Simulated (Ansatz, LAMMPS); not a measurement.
## Forces and charges in ionic liquid triethylsulfonium TFSI- with water at 300 K (120 atoms)

Aim: energy, forces, charges and density of states of ionic liquid triethylsulfonium TFSI- with water at 300 K (120 atoms) at a fixed geometry.

Calculated with Ansatz 0.2.0; Kohn-Sham DFT, PBE+D4, PAW (set soft_2), plane waves.

## Step 1: Set-up

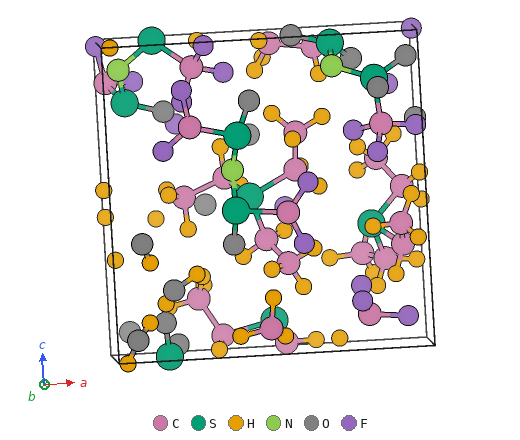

Start, viewed slightly off an axis; carbon pink, sulfur teal, hydrogen orange, nitrogen green, oxygen grey, fluorine purple. Bonds to atoms that aren't drawn are left out. Some periodic images of atoms are drawn too.

The cell holds 120 atoms: 24 C, 9 S, 51 H, 3 N, 15 O and 18 F. Its edges and angles: a = 11.062 Å, b = 11.062 Å, c = 11.062 Å, α = 90.0°, β = 90.0°, γ = 90.0°. 3 triethylsulfonium, 3 TFSI-, 3 H2O placed at random, at 1.54 g/cm³; overlaps pushed apart, then 10 ps at 700 K with MMFF94 bonds, angles, torsions, charges and radii (Halgren, J. Comput. Chem. 17, 490 (1996)) in harmonic and 12-6 forms; SPC/E water (Berendsen, Grigera and Straatsma, J. Phys. Chem. 91, 6269 (1987)); charges of ions scaled by 0.8. Snapshot after 30 ps at 300 K and fixed volume.

Before any run, some limits are plain. The network of contacts between molecules at the start is that of the classical potential that made the cell, and needn't be the one that DFT or experiment would give. The density was typed from a rule of thumb and may lie off the real one at this temperature. Sampling is at Γ alone, for a cell whose shortest periodic width is 11 Å.

## Step 2: The classical run that made the cell

A classical potential makes the cell, at a small fraction of what the same run would cost in DFT.

This step: classical MD, MMFF94 bonds, angles, torsions, charges and radii (Halgren, J. Comput. Chem. 17, 490 (1996)) in harmonic and 12-6 forms; SPC/E water (Berendsen, Grigera and Straatsma, J. Phys. Chem. 91, 6269 (1987)); charges of ions scaled by 0.8 (LAMMPS 22 Jul 2025 - Update 4).

in.lmp

```
# ionic liquid triethylsulfonium TFSI- with water
units real
atom_style full
boundary p p p
bond_style harmonic
angle_style harmonic
dihedral_style opls
improper_style harmonic
special_bonds lj 0 0 0.5 coul 0 0 0.75
read_data data.lmp
neigh_modify delay 0 every 1 check yes one 4000
comm_modify cutoff 12.0
timestep 0.5
thermo_style custom step time temp pe press density
thermo_modify norm yes
# push overlapping molecules apart
pair_style soft 2.6
pair_coeff * * 0.0
variable a equal ramp(1,60)
fix ad all adapt 1 pair soft a * * v_a
velocity all create 700 449863 mom yes dist gaussian
fix lim all nve/limit 0.03
fix lan all langevin 700 700 50 449864 zero yes
thermo 1000
run 3000 post no
unfix ad
pair_style lj/cut/coul/long 9.0
pair_modify mix arithmetic tail yes
pair_coeff 1 1 0.0678 3.3680   # C
pair_coeff 2 2 0.2681 3.6400   # S
pair_coeff 3 3 0.0216 2.5400   # H
pair_coeff 4 4 0.0721 3.5530   # N
pair_coeff 5 5 0.2681 3.4180   # S
pair_coeff 6 6 0.0763 3.0960   # O
# [... 22 lines left out ...]
compute msd all msd com yes
thermo 7500
fix md all nvt temp 300 300 100
run 30000 post no
print "== T300: mean square displacement over the hold $(c_msd[4]:%.2f) A^2"
unfix md
uncompute msd
write_dump all custom T300.dump id type xs ys zs modify sort id
```

Launch:

```
> lmp -in in.lmp -log none -nocite
```

Numbers of over 12 decimals in the logs are rounded to 6 here.

What it wrote:

```text
LAMMPS (22 Jul 2025 - Update 4)
Reading data file ...
  orthogonal box = (0 0 0) to (11.06223 11.06223 11.06223)
  120 atoms
  orthogonal box = (0 0 0) to (11.06223 11.06223 11.06223)
  111 bonds
  195 angles
  207 dihedrals
WARNING: Bond/angle/dihedral extent > half of periodic box length
   Step          Time           Temp          PotEng         Press         Density
         0   0              700            0.84386666    -8726.3538      1.5359991
      1000   500            583.15576      2.6246431      28973.577      1.5359991
      2000   1000           675.7894       2.701164       26832.409      1.5359991
      3000   1500           678.34126      2.6965223      49995.952      1.5359991
WARNING: Bond/angle/dihedral extent > half of periodic box length
Loop time of 0.290985 s on 1 MPI rank(s) for 3000 steps with 120 atoms
PPPM initialization ...
  G vector (1/distance) = 0.28764449
  grid = 6 6 6
  estimated relative force accuracy = 4.6141559e-05
WARNING: Bond/angle/dihedral extent > half of periodic box length
   Step          Time           Temp          PotEng         Press         Density
      3000   1500           678.34126      3.9437112      36273.595      1.5359991
[... 17 lines left out ...]
Loop time of 0.933463 s on 1 MPI rank(s) for 2000 steps with 120 atoms
WARNING: Bond/angle/dihedral extent > half of periodic box length
   Step          Time           Temp          PotEng         Press         Density
      2000   1000           588.88653      3.0149151      24797.21       1.5359991
[... 5 lines left out ...]
WARNING: Bond/angle/dihedral extent > half of periodic box length
Loop time of 5.10121 s on 1 MPI rank(s) for 10000 steps with 120 atoms
WARNING: Bond/angle/dihedral extent > half of periodic box length
   Step          Time           Temp          PotEng         Press         Density
[... 4 lines left out ...]
WARNING: Bond/angle/dihedral extent > half of periodic box length
Loop time of 2.48984 s on 1 MPI rank(s) for 5000 steps with 120 atoms
WARNING: Bond/angle/dihedral extent > half of periodic box length
   Step          Time           Temp          PotEng         Press         Density
[... 2 lines left out ...]
     30000   29000          293.09234      1.7859027      10267.646      1.5359991
     37500   36500          304.87835      1.7523653      1293.1493      1.5359991
     45000   44000          301.18241      1.8946764      11451.386      1.5359991
     47000   46000          302.75092      1.7883201      747.48907      1.5359991
WARNING: Bond/angle/dihedral extent > half of periodic box length
Loop time of 14.5931 s on 1 MPI rank(s) for 30000 steps with 120 atoms
== T300: mean square displacement over the hold 4.45 A^2
```

Wall time 24 s (1 thread of Arm Neoverse V1, shared host); peak memory 0.13 GiB.

The input also reads data.lmp (atoms, bonds and types; not printed here).

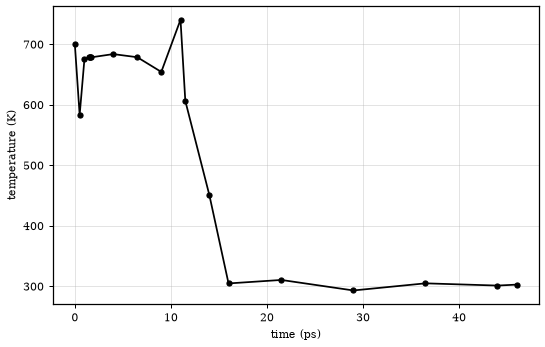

Temperature against time.

## Step 3: Plane-wave single point

One self-consistent run at the given positions yields energy and forces.

input.yaml

```yaml
crystal:
  lattice:
    - [11.06223, 0.0, 0.0]
    - [0.0, 11.06223, 0.0]
    - [0.0, 0.0, 11.06223]
  atoms:
    - { symbol: C, position: [0.86684, 0.78168, 0.58054] }
    - { symbol: C, position: [0.94186, 0.72128, 0.48954] }
    - { symbol: S, position: [0.83773, 0.65918, 0.3784] }
    - { symbol: C, position: [0.87791, 0.77498, 0.26311] }
    - { symbol: C, position: [0.80976, 0.89357, 0.2794] }
    - { symbol: C, position: [0.93078, 0.54378, 0.31154] }
    - { symbol: C, position: [0.92609, 0.42811, 0.38093] }
    - { symbol: H, position: [0.9264, 0.81633, 0.65357] }
    - { symbol: H, position: [0.80719, 0.85342, 0.54418] }
    - { symbol: H, position: [0.80858, 0.71196, 0.62145] }
    - { symbol: H, position: [0.00205, 0.78371, 0.443] }
    - { symbol: H, position: [0.9986, 0.65229, 0.53204] }
    - { symbol: H, position: [0.97706, 0.7782, 0.25439] }
    - { symbol: H, position: [0.84789, 0.73864, 0.17936] }
    - { symbol: H, position: [0.70572, 0.8903, 0.27113] }
    - { symbol: H, position: [0.84288, 0.95452, 0.21474] }
    - { symbol: H, position: [0.83302, 0.94608, 0.36011] }
    - { symbol: H, position: [0.90291, 0.52593, 0.21918] }
    - { symbol: H, position: [0.02102, 0.58124, 0.31146] }
    - { symbol: H, position: [0.83573, 0.39231, 0.37694] }
    - { symbol: H, position: [0.96326, 0.43012, 0.47163] }
    - { symbol: H, position: [0.97571, 0.35994, 0.33539] }
    - { symbol: C, position: [0.28303, 0.82577, 0.16772] }
    - { symbol: C, position: [0.35342, 0.80557, 0.04827] }
    - { symbol: S, position: [0.51751, 0.80947, 0.08619] }
    - { symbol: C, position: [0.55627, 0.94937, 0.01124] }
    - { symbol: C, position: [0.48819, 0.04366, 0.08278] }
    - { symbol: C, position: [0.54666, 0.70629, 0.96472] }
    - { symbol: C, position: [0.68459, 0.68942, 0.9464] }
    - { symbol: H, position: [0.2968, 0.76053, 0.2388] }
    - { symbol: H, position: [0.18773, 0.81812, 0.14671] }
    - { symbol: H, position: [0.30405, 0.91672, 0.20788] }
    - { symbol: H, position: [0.32414, 0.86472, 0.982] }
    - { symbol: H, position: [0.33647, 0.71734, 0.00709] }
    - { symbol: H, position: [0.53014, 0.94226, 0.91498] }
    - { symbol: H, position: [0.6495, 0.95797, 0.01363] }
    - { symbol: H, position: [0.38968, 0.03773, 0.0641] }
    - { symbol: H, position: [0.49986, 0.03649, 0.17909] }
    - { symbol: H, position: [0.53334, 0.12836, 0.05418] }
    - { symbol: H, position: [0.51441, 0.61647, 0.97719] }
    - { symbol: H, position: [0.49855, 0.73516, 0.8811] }
    - { symbol: H, position: [0.71628, 0.63855, 0.0229] }
    - { symbol: H, position: [0.7356, 0.7717, 0.93563] }
    - { symbol: H, position: [0.69753, 0.63362, 0.86159] }
    - { symbol: C, position: [0.2508, 0.67074, 0.49434] }
    - { symbol: C, position: [0.38226, 0.66539, 0.54941] }
    - { symbol: S, position: [0.45539, 0.53073, 0.48871] }
    - { symbol: C, position: [0.60458, 0.55055, 0.56521] }
    - { symbol: C, position: [0.60998, 0.48791, 0.68432] }
    - { symbol: C, position: [0.50207, 0.60385, 0.34911] }
    - { symbol: C, position: [0.5649, 0.51021, 0.27268] }
    - { symbol: H, position: [0.25887, 0.67568, 0.39364] }
    - { symbol: H, position: [0.20082, 0.58302, 0.50705] }
    - { symbol: H, position: [0.20001, 0.75037, 0.51919] }
    - { symbol: H, position: [0.43247, 0.74674, 0.52247] }
    - { symbol: H, position: [0.3746, 0.66331, 0.64796] }
    - { symbol: H, position: [0.67488, 0.50591, 0.51045] }
    - { symbol: H, position: [0.62295, 0.65074, 0.57276] }
    - { symbol: H, position: [0.53928, 0.50622, 0.74845] }
    - { symbol: H, position: [0.59763, 0.39024, 0.66673] }
    - { symbol: H, position: [0.69726, 0.50178, 0.72973] }
    - { symbol: H, position: [0.42693, 0.64156, 0.29851] }
    - { symbol: H, position: [0.56143, 0.67302, 0.3722] }
    - { symbol: H, position: [0.60948, 0.55122, 0.19448] }
    - { symbol: H, position: [0.50979, 0.42619, 0.25852] }
    - { symbol: H, position: [0.6471, 0.47225, 0.31636] }
    - { symbol: "N", position: [0.06039, 0.42766, 0.9151] }
    - { symbol: S, position: [0.17179, 0.43742, 0.00194] }
    - { symbol: O, position: [0.16274, 0.36155, 0.11077] }
    - { symbol: O, position: [0.20426, 0.56034, 0.03458] }
    - { symbol: C, position: [0.29063, 0.35942, 0.91325] }
    - { symbol: F, position: [0.32956, 0.26626, 0.98169] }
    - { symbol: F, position: [0.3913, 0.42975, 0.88926] }
    - { symbol: F, position: [0.25252, 0.31322, 0.80625] }
    - { symbol: S, position: [0.07743, 0.51932, 0.80727] }
    - { symbol: O, position: [0.1986, 0.55478, 0.77252] }
    - { symbol: O, position: [0.99095, 0.50999, 0.7094] }
    - { symbol: C, position: [0.02339, 0.65485, 0.86992] }
    [... 36 atom lines left out ...]
    - { symbol: O, position: [0.19073, 0.16688, 0.21709] }
    - { symbol: H, position: [0.16498, 0.24232, 0.17445] }
    - { symbol: H, position: [0.26659, 0.18294, 0.26356] }
    - { symbol: O, position: [0.06443, 0.99971, 0.06975] }
    - { symbol: H, position: [0.10681, 0.06033, 0.12172] }
    - { symbol: H, position: [0.02906, 0.04129, 0.9977] }
kpoints:
  mp_grid: { grid: [1, 1, 1] }
hamiltonian:
  xc: pbe
  dispersion: d4
scf:
  occupations: { method: fixed }
output:
  forces: true
  stress: true
  populations: true
  dos:
    method: { smearing: { sigma: 0.1 } }
    de: 0.1
    projected: { site_lists: { C: [C], F: [F], H: [H], "N": ["N"], O: [O] } }
  eigenvalues: true
  write_density: true
  write_potential: true
  volumetric_format: npy
```

Launch:

```
> ansatz run input.yaml --threads 8 --pin off --max-ram 15872MiB --backend cpu --events-out ev --progress --plain --runs-dir out
```

What it wrote:

```text
Engine: ansatz 0.2.0, aarch64-unknown-linux-gnu
Pseudopotentials: kind: paw
Pseudopotential: C, paw, valence charge 4, recommended cutoff 420 eV (normal), C.paw.azcp
Pseudopotential: S, paw, valence charge 6, recommended cutoff 420 eV (normal), S.paw.azcp
Pseudopotential: H, paw, valence charge 1, recommended cutoff 420 eV (normal), H.paw.azcp
Pseudopotential: N, paw, valence charge 5, recommended cutoff 420 eV (normal), N.paw.azcp
Pseudopotential: O, paw, valence charge 6, recommended cutoff 420 eV (normal), O.paw.azcp
Pseudopotential: F, paw, valence charge 7, recommended cutoff 420 eV (normal), F.paw.azcp
[... 5 lines on functional and potentials left out ...]
Crystal: 120 atoms, lattice volume = 1353.718 Å³
Basis set: ecut = 420 eV, 26529 PW (Γ), exchange–correlation on 150×150×150 points (8 copies of the dense FFT grid, shifted against one another)
Bands: 336, of which v1, the nominal top of the filled ones, is band 216 counted from 1 (215 counted from 0)
Symmetry: 1 space group operations
Space group: P1 (ITA 1), of the structure as read, at distance tolerance 1.1e-4 Å
k-points: 1
[... 13 lines on functional and potentials left out ...]
Initial density: superposition of atomic densities (neutral atoms: chi_scale 0, normalization atom), corrected by the library's trained network
Initial wavefunctions: pseudopotential atomic-orbital guess
Functional: x = pbe(κ = 0.804, μ = 0.219515), c = pbe(β = 0.066725)
SCF iter   1: F=—  HF=-39151.280806 eV  |F-HF|=—  |Δ(HF+E_count)|=         —  Δρ=6.32e-3  dr2=1.03e0  ethr=1.77e-3  ⟨swp⟩=4.0  Hψ=1249  notcnv=0  defer=116
preconditioner: auto → Resta (q_TF=auto, 2.255 Å⁻¹)  ε∞=2.7  [insulator: Δε(μ)=3.667 eV  Ē_g=15.431 eV  n_scr=250 (ndim 8)  ℏωp=20.1 eV  f_vac=0.250  ε∞_Penn≈2.7]
SCF iter   2: F=—  HF=-39150.979234 eV  |F-HF|=—  |Δ(HF+E_count)|=   3.02e-1  Δρ=3.11e-3  dr2=2.06e-1  ethr=2.37e-4  ⟨swp⟩=2.0  Hψ=434  notcnv=0  defer=118
SCF iter   3: F=—  HF=-39150.942117 eV  |F-HF|=—  |Δ(HF+E_count)|=   3.71e-2  Δρ=1.51e-3  dr2=5.44e-2  ethr=4.76e-5  ⟨swp⟩=3.0  Hψ=410  notcnv=0  defer=118
SCF iter   4: F=—  HF=-39150.927663 eV  |F-HF|=—  |Δ(HF+E_count)|=   1.45e-2  Δρ=6.06e-4  dr2=8.21e-3  ethr=1.26e-5  ⟨swp⟩=2.0  Hψ=418  notcnv=0  defer=118
SCF iter   5: F=—  HF=-39150.925653 eV  |F-HF|=—  |Δ(HF+E_count)|=   2.01e-3  Δρ=3.98e-4  dr2=2.25e-3  ethr=1.90e-6  ⟨swp⟩=2.0  Hψ=421  notcnv=0  defer=118
SCF iter   6: F=—  HF=-39150.925192 eV  |F-HF|=—  |Δ(HF+E_count)|=   4.62e-4  Δρ=1.48e-4  dr2=3.11e-4  ethr=5.21e-7  ⟨swp⟩=2.0  Hψ=420  notcnv=0  defer=115
SCF iter   7: F=—  HF=-39150.925166 eV  |F-HF|=—  |Δ(HF+E_count)|=   2.60e-5  Δρ=4.86e-5  dr2=3.46e-5  ethr=7.19e-8  ⟨swp⟩=2.0  Hψ=418  notcnv=0  defer=114
SCF iter   8: F=—  HF=-39150.923421 eV  |F-HF|=—  |Δ(HF+E_count)|=   1.74e-3  Δρ=2.67e-5  dr2=8.63e-6  ethr=8.01e-9  ⟨swp⟩=2.0  Hψ=420  notcnv=0  defer=114
SCF iter   9: F=—  HF=-39150.923421 eV  |F-HF|=—  |Δ(HF+E_count)|=   2.98e-7  Δρ=9.01e-6  dr2=1.02e-6  ethr=2.00e-9  ⟨swp⟩=2.0  Hψ=418  notcnv=0  defer=114
SCF iter  10: F=—  HF=-39150.923421 eV  |F-HF|=—  |Δ(HF+E_count)|=   1.20e-7  Δρ=2.78e-6  dr2=1.12e-7  ethr=2.35e-10  ⟨swp⟩=2.0  Hψ=416  notcnv=0  defer=114
SCF iter  11: F=-39150.923421 eV  HF=-39150.923421 eV  |F-HF|=1.72e-8  |Δ(HF+E_count)|=   3.93e-8  Δρ=1.58e-6  dr2=3.15e-8  ethr=2.31e-11  ⟨swp⟩=22.0  Hψ=3113  notcnv=0
SCF 1 converged in 11 iterations: F = -39150.923421 eV  dr2 = 3.15e-8
  greatest PAW one-centre occupation: 0.937 electrons in one spin orbital (limit 2), on the F atom at site 87 (counted from 0), in its partial waves of l = 0
WARN: The input density's exchange-correlation potential varies sharply where the density is thin. Do not read a vacuum level from v_tot or v_xc, or from such a field of the output density. On a cell that repeats whose density bears no net charge and no dipole along the vacuum's axis use v_es (v_loc + v_h of the components); [...]
SCF converged after 11 iterations
Free energy (F): -39150.923421 eV
Harris-Foulkes:  -39150.923421 eV  (|F-HF|=1.72e-8)
Internal energy: -39150.923421 eV  (E = F + TS)
E sigma→0 (E₀):  -39150.923421 eV
Fermi energy:    0.658869 eV
--- Per-component energies (eV) ---
  E_band       = -3602.391787
  E_kinetic    = 10651.394813
  E_local      = -41283.198163  (includes V_loc(G=0)·N_el)
  E_nonlocal   = 3154.092901
  E_hartree    = 16094.085357
  E_xc         = -5203.179757
  E_vxc        = -6282.092964  (∫ρ·V_xc dr)
  E_paw        = -14180.747036  (= ΣΔE_a)
  E_vpaw       = -2030.760578  (= ΣTr[D̂ρ^β])
  E_aug_tail   = 0.005205  (compensation charges beyond the density's cutoff)
  E_ewald      = -8375.970629
  E_disp       = -7.406113  (pairwise vdW)
  E_smearing   = -0.000000  (= −TS)
  E_closure    = -0.000000  (closes the sum)
  Σ components = -39150.923421   (vs F -39150.923421, Δ=0.00e0)
--- Forces (eV/Å), atoms counted from 1 ---
  atom   1  C     -0.82000186     0.58580942     1.46906468
  atom   2  C      0.54638845    -0.21548634    -0.02649699
  atom   3  S      1.47656537     0.82328699    -1.22451397
  atom   4  C     -1.09878883     0.58289218     0.17043541
  atom   5  C     -1.13424360    -0.21865701     1.17821621
  atom   6  C      0.40919344    -0.58263268     0.22311843
  atom   7  C     -0.20994186    -0.02567138     0.59955797
  atom   8  H     -0.52831933     0.18704020    -0.39361123
  atom   9  H      0.41143179    -0.08927379     0.20454865
  atom  10  H      0.02541893     0.29092931     0.23367827
  atom  11  H      0.04575271     0.19635148    -0.38141797
  atom  12  H     -0.31142484    -0.50454568    -0.13489691
  atom  13  H     -0.18783847     0.34589645     0.50274980
  atom  14  H     -0.46129422    -0.80737710    -1.04141467
[...]
atom 119  H     -0.40712778    -0.40557118    -0.87072836
  atom 120  H      0.69170433    -0.15001890     1.18441026
  max |Σ_I F_I| component: 5.52e-5 eV/Å
--- Stress (GPa, compression-positive) ---
        1.375531      -0.824293      -1.298249
       -0.824293       1.590382       0.334795
       -1.298249       0.334795       2.182917
  P = ⅓ Tr σ = 1.7163 GPa (17.163 kbar)
--- Band table (eV) ---
  k-point 0: bands = ["-27.2103", "-26.8682", "-26.6558", "-26.4375", [... 320 levels ...], "11.0866", "11.1514", "11.1809", "11.2979", "11.3572", "11.3879", "11.4125", "11.4844", "11.5505", "11.5653", "11.6186", "11.6815"]
--- Löwdin populations: 120 sites ---
  site symbol       q [e]
     0      C      4.4316
     1      C      4.3337
     2      S      5.2570
[...]
119      H      0.6127
  spilling = 0.015150 (of n_electrons = 432.000000)
```

Elapsed: 12 s, on 8 threads of Arm Neoverse V1, shared host; peak memory 1.7 GiB.

Reading the cycles: dr2 is the Hartree energy of the density residual (eV), the measure of convergence; HF is the Harris–Foulkes estimate of the energy, which meets the free energy F at convergence.

The program notes that the exchange-correlation potential is rough where the density is thin.

Numbers from this run:

```yaml
free_energy: -39150.9234 eV
free_energy_per_atom: -326.2577 eV/atom
scf_cycles: 11
pressure: 1.716 GPa
r_m_s_force_component: 0.902 eV/Å
longest_force: 4.031 eV/Å
fermi_energy: 0.6589 eV
spacing_of_highest_filled_and_lowest_empty_level: 2.75 eV
spilling_of_the_projection: 0.01515
```

Neighbours are counted within 1.34 Å (H-C), 1.21 Å (H-O), 1.85 Å (C-C), 1.62 Å (C-F), 2.21 Å (C-S), 1.88 Å (O-S), 2.02 Å (S-N).

Length of the force by element and coordination:

```tsv
element	coordination	atoms	mean length of the force (eV/Å)	spread	least	most
C	all	24	1.98	1.06	0.588	4.03
F	all	18	1.03	0.526	0.356	2.38
H	all	51	0.927	0.523	0.256	2.59
N	all	3	1.60	0.678	0.856	2.50
O	all	15	1.07	0.532	0.313	2.44
O	1	12	1.20	0.503	0.553	2.44
O	2	3	0.529	0.202	0.313	0.798
S	all	9	2.48	0.692	1.74	3.94
S	3	3	2.17	0.328	1.82	2.61
S	4	6	2.63	0.770	1.74	3.94
```

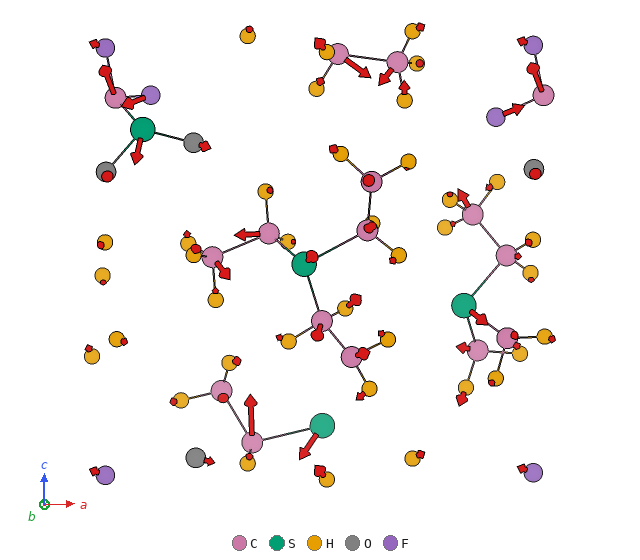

Forces as arrows; the longest in the cell is 4.03 eV/Å. Drawn is a slice 4 Å thick, seen along the normal of the ac plane. Bonds to atoms that aren't drawn are left out.

Löwdin charges by element and coordination (they lack the spilled electrons, 0.055 e an atom on average):

```tsv
element	coordination	atoms	mean charge (e)	spread	least	most
C	all	24	-0.138	0.451	-0.484	0.654
F	all	18	-0.216	0.0195	-0.246	-0.175
H	all	51	0.233	0.0587	0.157	0.387
N	all	3	-0.850	0.0231	-0.871	-0.818
O	all	15	-0.732	0.0225	-0.771	-0.694
O	1	12	-0.730	0.0209	-0.767	-0.694
O	2	3	-0.744	0.0246	-0.771	-0.711
S	all	9	1.71	0.669	0.743	2.23
S	3	3	0.769	0.0266	0.743	0.806
S	4	6	2.19	0.0344	2.12	2.23
```

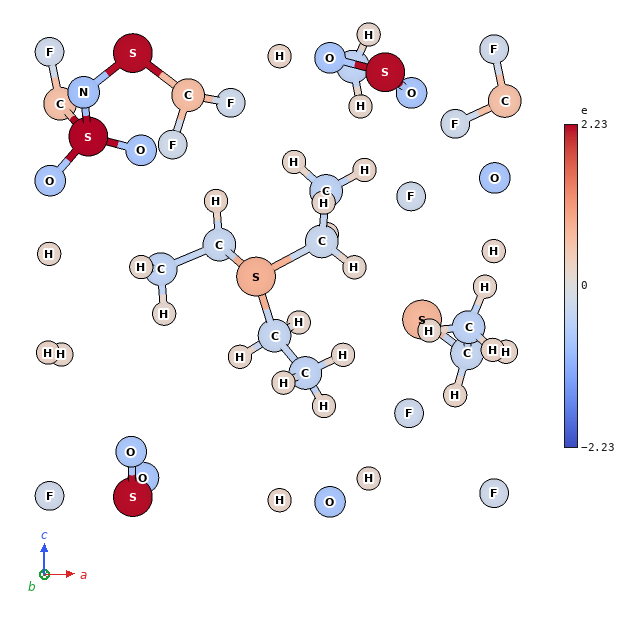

Atoms coloured by Löwdin charge. Drawn is a slice 4 Å thick, seen along the normal of the ac plane. Bonds to atoms that aren't drawn are left out.

(Part 1 of 2 ends here.)

[Logs are printed without paths, hosts, clocks, repeated set-up lines and the standing remarks that a program may print on its own settings, such as how far it seeks lower states.]

[Hosts, paths, dates, database ids (printed as entryN), source tags and the programs' standing remarks are cut or masked in the printed files.]

[The MMFF94 radii named for the starting cell were scaled by 0.96; in molecules described by MMFF94, hydrogen bound to N, O or S took a small fixed 12-6 site in their place.]
